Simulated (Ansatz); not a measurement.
**AlClF2···SiH4: density, localisation and related maps**

Input file:

```
crystal:
  periodic: [false, false, false]
  atoms:
    - { symbol: Al, position_ang: [0.0, 0.0, 0.0] }
    - { symbol: Cl, position_ang: [0.0, 0.0, 2.58] }
    - { symbol: F, position_ang: [1.4635, 0.0, -0.845] }
    - { symbol: F, position_ang: [-1.4635, 0.0, -0.845] }
    - { symbol: Si, position_ang: [0.1095, -2.4839, 0.8261] }
    - { symbol: H, position_ang: [-0.6805, -3.3291, -0.0645] }
    - { symbol: H, position_ang: [1.4971, -2.9379, 0.8228] }
    - { symbol: H, position_ang: [-0.427, -2.571, 2.1812] }
    - { symbol: H, position_ang: [0.0643, -1.4591, 2.1004] }
basis:
  gaussian: { orbitals: def2-SVP }
hamiltonian:
  xc: pbe
relax:
  f_tol: 0.15
  max_steps: 25
  restrain:
    - { distance: [0, 4], at: 3.52, k: 30.0 }
    - { distance: [8, 1], at: 2.57, k: 30.0 }
    - { distance: [0, 1], at: 2.23, k: 30.0 }
    - { distance: [8, 4], at: 1.46, k: 30.0 }
output:
  orbitals: {}
```

Command:

```sh
ansatz run input.yaml --threads 2 --pin off --max-ram 3072MiB --backend cpu --events-out ev --progress --plain --runs-dir out
```

The fields are those of the run's last geometry, not of the input's.

Not at a stationary point (largest force 1.4 eV/Å).

These are results of Ansatz 0.2.0, RKS PBE/def2-SVP, not measurements.

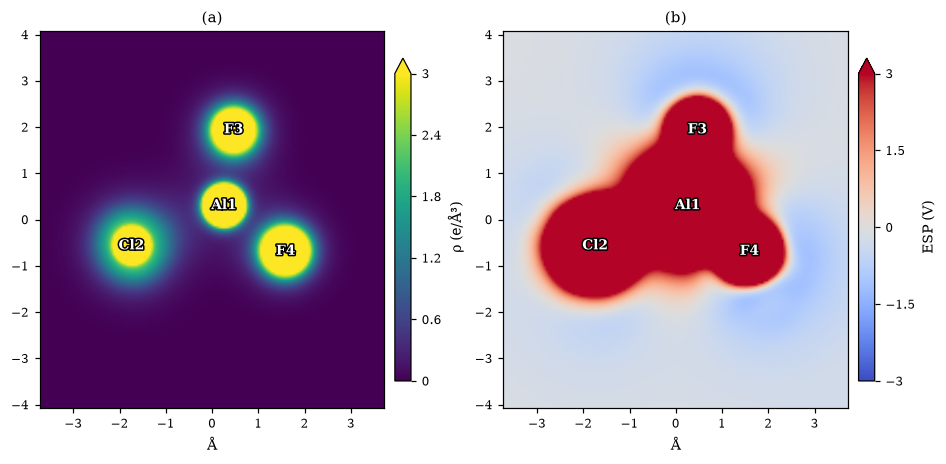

Figure 1. (a) total electron density; (b) molecular electrostatic potential on the plane of atoms Cl2, Al1 and F4.

Q: What does the map show?

A:
- The section cuts through Al, Cl and F sites.
- Al–F (1.66 Å): the density is about 0.8 e/Å³ at the midpoint.
- Al–Cl (2.18 Å): ρ is about 0.61 e/Å³ halfway.
- Outside the dense part of the complex the potential is most negative (−1.1 V) near F4.

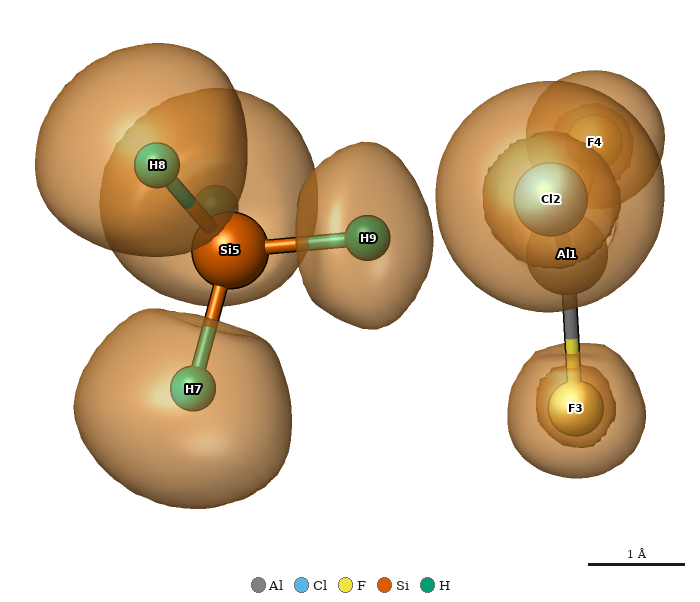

Figure 2. Isosurface of the ELF at 0.8 (orange), seen from one side. Core shells and regions of very low density are left out.

Q: Describe the localisation domains.

A: At this value the surface marks out four regions around hydrogen nuclei, one region on Cl in which the atom's valence shell and bonds are merged and two regions wrapped around F (the valence shell of each). Along the contacts the grid gives the following. Al1···H9 (2.12 Å): the ELF climbs to about 1 towards the hydrogen. Al–F (1.66 Å): the ELF peaks at about 0.85 in the valence shell of F, 0.5 Å from its nucleus, and is about 0.30 at the midpoint.

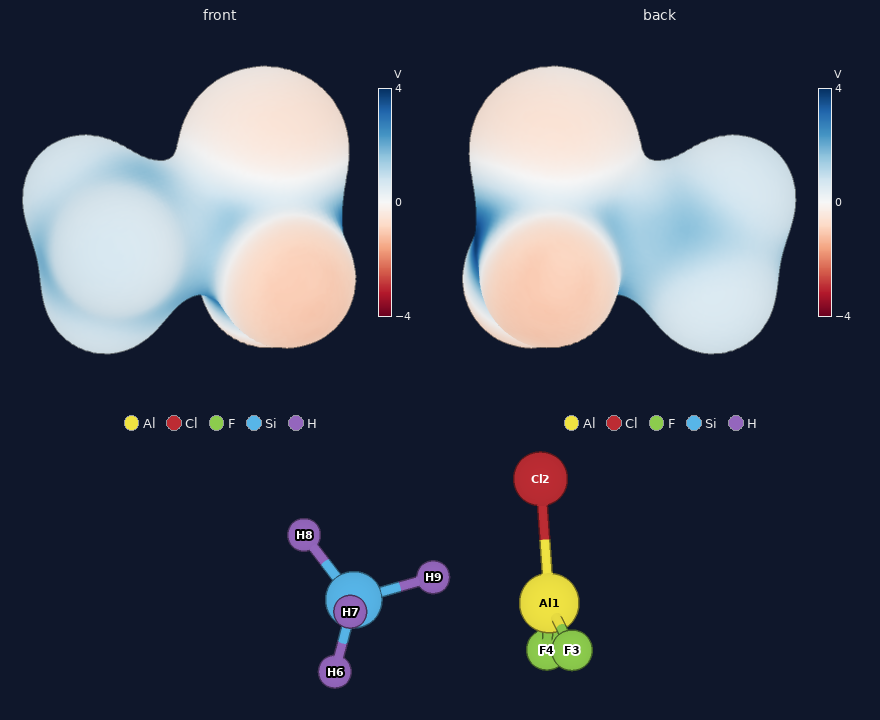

Figure 3. The molecular electrostatic potential painted on the density surface at 0.002 e/bohr³, seen from the front and from behind; the colour scale runs from red (negative) to blue (positive). The bare structure is drawn below in the same view.

Q: Describe the electrostatic potential map.

A: The most negative region (about −1.0 V) lies over F3 and F4, the most positive (about +3.5 V) over Al1.
